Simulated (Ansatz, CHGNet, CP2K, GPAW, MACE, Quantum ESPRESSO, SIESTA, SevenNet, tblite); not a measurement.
**Other levels on Ti3C2O2 MXene, 1 layer (61 atoms)**

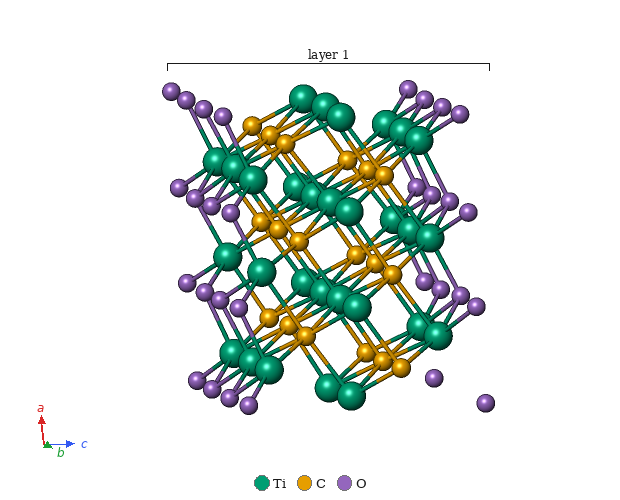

The cell (titanium teal, carbon orange, oxygen purple). Bonds to atoms that aren't drawn are left out. Some periodic images of atoms are drawn too.

The cell holds 61 atoms: 25 Ti, 18 C and 18 O. Cell: a = 9.120 Å, b = 9.120 Å, c = 20.900 Å, α = 90.0°, β = 90.0°, γ = 120.0°. It derives from Ti3C2O2 (Ti3C2O2 MXene). 1 layer of Ti3C2O2 MXene (a = 3.04 Å), 3 x 3 cells; 14 Å of vacuum; 2 Ti removed at random; every coordinate displaced by a Gaussian of 0.03 Å. Then every atom was moved at random, 0.03 Å r.m.s. a Cartesian component. Vacuum lies along c.

Geometry: as built.

The reference, a calculation:

```
method                 : Kohn-Sham DFT, PBE, SSSP efficiency 1.3.0 pseudopotentials, plane waves (Quantum ESPRESSO 7.5); sssp-pbe-1.3.0-efficiency, cutoffs 60/480 Ry, Γ point
r.m.s. force component : 1.241 eV/Å
longest force          : 4.003 eV/Å
time                   : 7.5 min on 4 MPI ranks of Arm Neoverse V1, shared host
CPU time               : 30 min
```

Runs, in no order:
A. CHGNet 0.3.0 potential: machine-learned interatomic potential CHGNet 0.3.0, trained on PBE(+U) plane-wave data
B. CP2K PBE, TZVP-MOLOPT (SR for Ti), 800/50 Ry, diagonalisation: Kohn-Sham DFT, PBE, GTH-PBE pseudopotentials, Gaussian and plane waves, TZVP-MOLOPT-GTH, diagonalisation
C. SIESTA PBE, DZP, shift 0.01 Ry, mesh 100 Ry: Kohn-Sham DFT, PBE, PseudoDojo 0.4.1 norm-conserving pseudopotentials (converted to PSML), numerical atomic orbitals (DZP), diagonalisation
D. SIESTA PBE, DZP, shift 0.01 Ry, mesh 500 Ry: Kohn-Sham DFT, PBE, PseudoDojo 0.4.1 norm-conserving pseudopotentials (converted to PSML), numerical atomic orbitals (DZP), diagonalisation
E. GPAW PBE, LCAO dzp, h 0.22 Å: Kohn-Sham DFT, PBE, PAW, atomic orbitals (dzp)

Q: Order them from the smallest to the largest r.m.s. force difference.

B, D, C, E, A.

```csv
run,"Δ force, r.m.s. (meV/Å)",share of r.m.s. force (%),CPU time
"B. CP2K PBE, TZVP-MOLOPT (SR for Ti), 800/50 Ry, diagonalisation",21.4,1.72,28 min
"D. SIESTA PBE, DZP, shift 0.01 Ry, mesh 500 Ry",58.2,4.69,7.6 min
"C. SIESTA PBE, DZP, shift 0.01 Ry, mesh 100 Ry",84.2,6.78,69 s
"E. GPAW PBE, LCAO dzp, h 0.22 Å",172,13.9,6.5 min
A. CHGNet 0.3.0 potential,497,40.1,4.3 s
```

Machine-learned potentials mimic data converged in k, so the reference's own k-point error enters their differences. The runs have no spin polarisation, so any moments at edges, vacancies or dangling bonds can't form. The electronic-structure runs sample only Γ, in a cell whose shortest periodic width is 8 Å, which is coarse for a cell with partly filled levels.

[Logs are printed without paths, hosts, clocks, repeated set-up lines and the standing remarks that a program may print on its own settings, such as how far it seeks lower states.]

[Hosts, paths, dates, database ids (printed as entryN), source tags and the programs' standing remarks are cut or masked in the printed files.]
